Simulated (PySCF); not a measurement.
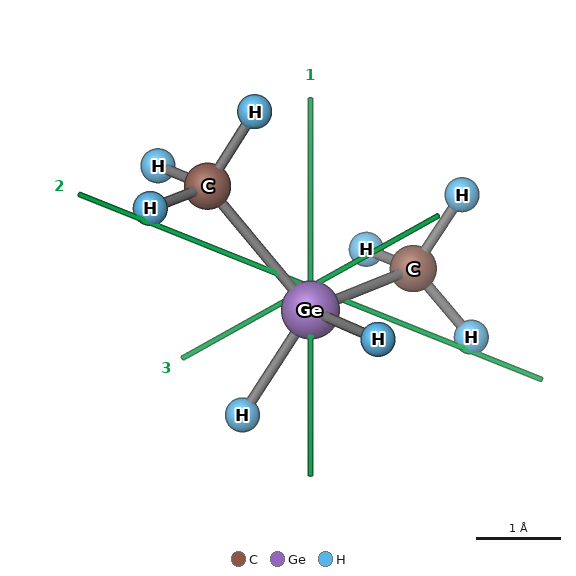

The three principal axes of inertia are drawn and numbered. Distant atoms are faded towards the background colour. The computed structure is the end point of a PBE0-D3(BJ)/def2-TZVP optimisation. No frequency run is at hand to confirm it as a minimum. Masses are those of the most abundant isotopes; constants are for the rigid equilibrium geometry.

Which line is the a axis (least moment of inertia), which b and which c?

Answer. a is line 2, b is line 1, c is line 3; the moments are 40.4, 91.4, 119 u Å².

Classify the rotor and give the rotational constants (MHz).

Answer. An asymmetric top (C2v): A = 12507, B = 5528, C = 4239 MHz. Ray's parameter κ is −0.69, nearer the prolate limit.
